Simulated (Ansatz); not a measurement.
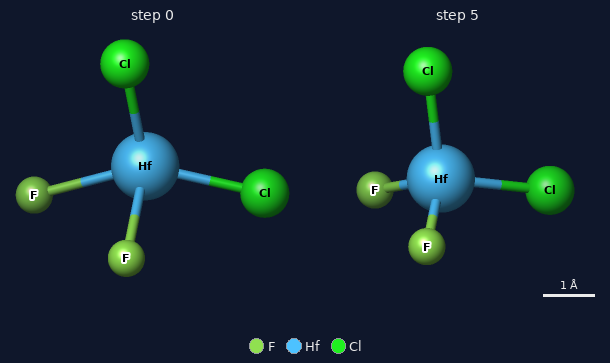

The structure of HfCl₂F₂ (coarse preliminary run) before (left) and after (right) a relaxation, at one scale.

A ball-and-stick model, seen from a free direction.

The start comes from a force field.

Theory: RKS PBE-D4/def2-SVP in Ansatz.

Input file:
```yaml
crystal:
  periodic: [false, false, false]
  atoms:
    - {symbol: F, position_ang: [0.716100, -0.722700, 2.341600]}
    - {symbol: Hf, position_ang: [-0.339500, 0.095100, 0.223900]}
    - {symbol: F, position_ang: [1.227700, -1.378200, -1.120300]}
    - {symbol: Cl, position_ang: [-2.217700, -0.404900, -1.236500]}
    - {symbol: Cl, position_ang: [0.663200, 2.337200, -0.250200]}
basis:
  gaussian: {orbitals: def2-SVP}
hamiltonian: {xc: pbe, dispersion: d4}
relax: {f_tol: 0.03, max_steps: 200}
```

Run as
```bash
ansatz run in.yaml --threads 4 --pin off --events-out ev --progress --plain --max-ram 10444MiB
```

Summarise the run.

The energy falls by 5.418 eV in 5 geometry steps. Largest force component: 5.3 eV/Å at the start, 0.028 eV/Å at the end. F1 moves most after the best rigid fit: 0.72 Å. By element the largest moves are F 0.72 Å, Cl 0.52 Å, Hf 0.48 Å. Among the contacts that change: Hf2–F3 2.536 → 1.904 Å, F1–Hf2 2.504 → 1.905 Å, Hf2–Cl5 2.501 → 2.348 Å, Hf2–Cl4 2.431 → 2.349 Å. Bond angles that change, for instance: F1–Hf2–Cl4 140.1° → 109.8°, F1–Hf2–F3 89.9° → 108.4°, F3–Hf2–Cl4 92.3° → 109.2°.
